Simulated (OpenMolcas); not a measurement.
# AlSiNH8 (SMILES [AlH3-][NH2+][SiH3]) at 6 levels

Aim: a comparison of 6 runs (HF/STO-3G, HF/def2-SVP, B2PLYP/def2-SVP, B3LYP/def2-SVP, PBE/def2-SVP, PBE0/def2-SVP) of AlSiNH8. 

The calculation is run with OpenMolcas 26.06.

### Step 1. Starting point

AlSiNH8: 11 atoms, total charge 0, spin state singlet. As SMILES, `[AlH3-][NH2+][SiH3]`. The Al1–H6 distance was set to 2.882 Å, away from the relaxed value. At this shape a bond of the SMILES string is far longer than usual.

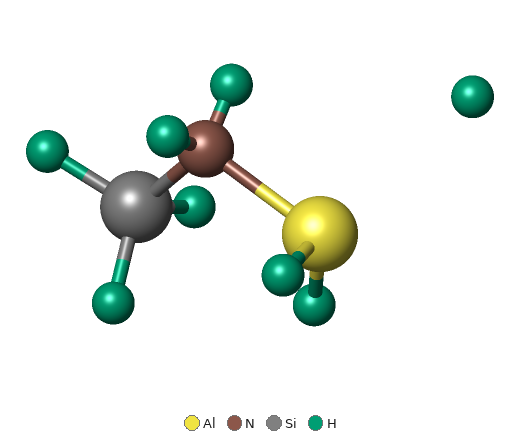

The structure, seen from a chosen angle (aluminium yellow, nitrogen brown, silicon grey, hydrogen teal).

### Step 2. A single-point energy at HF/STO-3G (run 1)

The input, calc.input:

```
&GATEWAY
BasLib=$CurrDir
Coord
11
bohr
Al     0.53214499     1.94970036    -2.27025461
N      2.17960822    -0.06777125     0.64653767
Si     3.88886550    -2.69864796    -0.62732671
H      0.87040596    -0.16528112    -4.42756595
H      2.41034378     4.31979487    -2.39478756
H     -4.49225694     2.71232391    -0.31199378
H      3.30399527     1.14732265     1.61785690
H      0.78083294    -0.61257929     1.84311225
H      5.35397017    -3.89711227     1.45080511
H      5.62476792    -1.69350263    -2.56486291
H      2.00159602    -4.49143113    -1.62642491
Basis=STO-3G
Group=NoSym
&SEWARD
&SCF
Thresholds=1e-10 1e-07 1e-07 1e-05
PrOrbitals=0
```

The basis set STO-3G is read from a file made from the Basis Set Exchange's data (not shown).

The run is started by

```bash
$ export MOLCAS_MEM=1860
$ pymolcas calc.input > calc.log
```

The program printed:

```text
--- Start Module: gateway ---
[...]
--- Stop Module: gateway /rc=_RC_ALL_IS_WELL_ ---
--- Start Module: seward ---
[...]
      Basis functions           31
--- Stop Module: seward /rc=_RC_ALL_IS_WELL_ ---
--- Start Module: scf ---
[...]
       Convergence after  12 Iterations
[...]
::    Total SCF energy                               -582.7733105082
[...]
      Total spin, S                                     0.0000000000
[...]
      Total electronic charge=   42.000000
      Total            charge=   -0.000000
[...]
      Dipole Moment (debye):
      Origin of the operator (angstrom)=    1.1656   -0.1824   -0.5236
                   X=  6.0783E+00               Y= -3.7837E+00               Z=  2.3566E+00           Total=  7.5376E+00
      Quadrupole Moment (debye*angstrom):
[...]
--- Stop Module: scf /rc=_RC_ALL_IS_WELL_ ---
[...]
```

Run time: 1.7 s. Hardware: 1 thread of Intel Xeon Platinum 8375C at 2.90GHz (Ice Lake), shared host; peak memory 0.37 GiB.

### Step 3. The energy at HF/def2-SVP (run 2)

The input, job.input:

```
* AlH8NSi Hartree-Fock
>>> EXPORT MOLCAS_PRINT=2

&GATEWAY
  BASLIB=$CurrDir
  COORD
  11
  bohr
  Al     0.53214499     1.94970036    -2.27025461
  N      2.17960822    -0.06777125     0.64653767
  Si     3.88886550    -2.69864796    -0.62732671
  H      0.87040596    -0.16528112    -4.42756595
  H      2.41034378     4.31979487    -2.39478756
  H     -4.49225694     2.71232391    -0.31199378
  H      3.30399527     1.14732265     1.61785690
  H      0.78083294    -0.61257929     1.84311225
  H      5.35397017    -3.89711227     1.45080511
  H      5.62476792    -1.69350263    -2.56486291
  H      2.00159602    -4.49143113    -1.62642491
  BASIS=def2-SVP
  GROUP=NoSym

&SEWARD

&SCF
  THRESHOLDS=1e-10 1e-07 1e-07 1e-05
  PRORBITALS=1 2
```

The basis set def2-SVP is read from a file made from the Basis Set Exchange's data (not shown).

The run is started by

```bash
$ export MOLCAS_MEM=1860
$ pymolcas job.input > job.log
```

The program printed:

```text
--- Start Module: gateway ---
[...]
--- Stop Module: gateway /rc=_RC_ALL_IS_WELL_ ---
--- Start Module: seward ---
[...]
      Basis functions           90
--- Stop Module: seward /rc=_RC_ALL_IS_WELL_ ---
[...]
--- Start Module: scf ---
[...]
       Convergence after  12 Iterations
[...]
::    Total SCF energy                               -589.6556246991
[...]
      Total spin, S                                     0.0000000000
[...]
      Total electronic charge=   42.000000
      Total            charge=   -0.000000
[...]
      Dipole Moment (debye):
      Origin of the operator (angstrom)=    1.1656   -0.1824   -0.5236
                   X=  5.9893E+00               Y= -3.5281E+00               Z=  2.5498E+00           Total=  7.4041E+00
      Quadrupole Moment (debye*angstrom):
[...]
--- Stop Module: scf /rc=_RC_ALL_IS_WELL_ ---
[...]
```

Run time: 6.6 s. Hardware: 1 thread of Intel Xeon Platinum 8375C at 2.90GHz (Ice Lake), shared host; peak memory 0.49 GiB.

Runs 3 to 4 aren't shown in full; the table further down has their settings and results.

### Step 4. The energy at PBE/def2-SVP (run 5)

The input, coord.xyz:

```xyz
11

Al     0.281599     1.031737    -1.201367
N      1.153399    -0.035863     0.342133
Si     2.057899    -1.428063    -0.331967
H      0.460599    -0.087463    -2.342967
H      1.275499     2.285937    -1.267267
H     -2.377200     1.435300    -0.165100
H      1.748399     0.607137     0.856133
H      0.413199    -0.324163     0.975333
H      2.833199    -2.062263     0.767733
H      2.976499    -0.896163    -1.357267
H      1.059199    -2.376763    -0.860667
```

The input, job.input:

```
>>> EXPORT MOLCAS_PRINT=2
&gateway
baslib = $CurrDir
coord = coord.xyz
basis = def2-SVP
group = NoSym
&seward
gridinput
Grid=UltraFine
End of Grid
&scf
ksdft = PBE
thresholds = 1e-10 1e-07 1e-07 1e-05
prorbitals = 1 1
```

The basis set def2-SVP is read from a file made from the Basis Set Exchange's data (not shown).

The run is started by

```bash
$ export MOLCAS_MEM=1860
$ pymolcas job.input > job.log
```

The program printed:

```text
--- Start Module: gateway ---
[...]
--- Stop Module: gateway /rc=_RC_ALL_IS_WELL_ ---
--- Start Module: seward ---
[...]
      Basis functions           90
--- Stop Module: seward /rc=_RC_ALL_IS_WELL_ ---
[...]
--- Start Module: scf ---
[...]
       Convergence after  15 Iterations
[...]
::    Total KS-DFT energy                            -590.8083661231
[...]
      Total spin, S                                     0.0000000000
[...]
      Total electronic charge=   42.000000
      Total            charge=   -0.000000
[...]
      Dipole Moment (debye):
      Origin of the operator (angstrom)=    1.1656   -0.1824   -0.5236
                   X=  4.8843E+00               Y= -3.1969E+00               Z=  2.7549E+00           Total=  6.4549E+00
      Quadrupole Moment (debye*angstrom):
[...]
--- Stop Module: scf /rc=_RC_ALL_IS_WELL_ ---
[...]
```

Run time: 27 s. Hardware: 1 thread of Intel Xeon Platinum 8375C at 2.90GHz (Ice Lake), shared host; peak memory 0.5 GiB.

### Step 5. A single-point energy at PBE0/def2-SVP (run 6)

The input, calc.inp:

```
>>> EXPORT MOLCAS_PRINT=2

&GATEWAY
 BASLIB=$CurrDir
 COORD
 11
 bohr
 Al     0.53214499     1.94970036    -2.27025461
 N      2.17960822    -0.06777125     0.64653767
 Si     3.88886550    -2.69864796    -0.62732671
 H      0.87040596    -0.16528112    -4.42756595
 H      2.41034378     4.31979487    -2.39478756
 H     -4.49225694     2.71232391    -0.31199378
 H      3.30399527     1.14732265     1.61785690
 H      0.78083294    -0.61257929     1.84311225
 H      5.35397017    -3.89711227     1.45080511
 H      5.62476792    -1.69350263    -2.56486291
 H      2.00159602    -4.49143113    -1.62642491
 BASIS=def2-SVP
 GROUP=NoSym

&SEWARD
 GRIDINPUT
 Grid=UltraFine
 End of Grid

&SCF
 KSDFT=PBE0
 THRESHOLDS=1e-10 1e-07 1e-07 1e-05
 PRORBITALS=1
```

The basis set def2-SVP is read from a file made from the Basis Set Exchange's data (not shown).

The run is started by

```bash
$ export MOLCAS_MEM=1860
$ pymolcas calc.inp > calc.log
```

The program printed:

```text
--- Start Module: gateway ---
[...]
--- Stop Module: gateway /rc=_RC_ALL_IS_WELL_ ---
--- Start Module: seward ---
[...]
      Basis functions           90
--- Stop Module: seward /rc=_RC_ALL_IS_WELL_ ---
[...]
--- Start Module: scf ---
[...]
       Convergence after  14 Iterations
[...]
::    Total KS-DFT energy                            -590.8720472949
[...]
      Total spin, S                                     0.0000000000
[...]
      Total electronic charge=   42.000000
      Total            charge=   -0.000000
[...]
      Dipole Moment (debye):
      Origin of the operator (angstrom)=    1.1656   -0.1824   -0.5236
                   X=  5.1514E+00               Y= -3.2903E+00               Z=  2.7196E+00           Total=  6.6903E+00
      Quadrupole Moment (debye*angstrom):
[...]
--- Stop Module: scf /rc=_RC_ALL_IS_WELL_ ---
[...]
```

It took 26 s on 1 thread of Intel Xeon Platinum 8375C at 2.90GHz (Ice Lake), shared host; peak memory 0.49 GiB.

### Step 6. Overview of the runs

```csv
run,level,frozen core orbitals,integration grid,energy (Eh),dipole moment (D),HOMO energy (eV),LUMO energy (eV),wall time
1,HF/STO-3G,–,–,-582.773311,7.54,-2.30,6.67,1.7 s
2,HF/def2-SVP,–,–,-589.655625,7.40,-7.57,1.88,6.6 s
3,B2PLYP/def2-SVP,11,UltraFine,-590.861122,6.99,-6.23,-0.03,26 s
4,B3LYP/def2-SVP,–,UltraFine,-591.235945,6.70,-5.34,-1.36,27 s
5,PBE/def2-SVP,–,UltraFine,-590.808366,6.45,-4.63,-1.92,27 s
6,PBE0/def2-SVP,–,UltraFine,-590.872047,6.69,-5.54,-1.19,26 s
```

### Step 7. Results

| quantity | value |
| --- | --- |
| run 6: total energy | -590.87205 Eh |
| run 6: dipole moment | 6.69 D |
| run 6: HOMO energy | -5.54 eV |
| run 6: LUMO energy | -1.19 eV |
| run 6: HOMO–LUMO gap | 4.35 eV |

What this shows: The dipole moment (its size) runs from 6.45 D (PBE/def2-SVP) to 7.54 D (HF/STO-3G). The two ends differ in method and basis. The HOMO–LUMO gap runs from 2.71 eV (PBE/def2-SVP) to 9.45 eV (HF/def2-SVP). Exact exchange widens orbital gaps. For B2PLYP the log adds the whole second-order term; the table takes 0.27 of it, as the functional is defined. Totals of different functionals can't be ranked against each other. In run 1 the basis is minimal, so the values are rough. All runs together took 1.9 min, the longest 27 s.
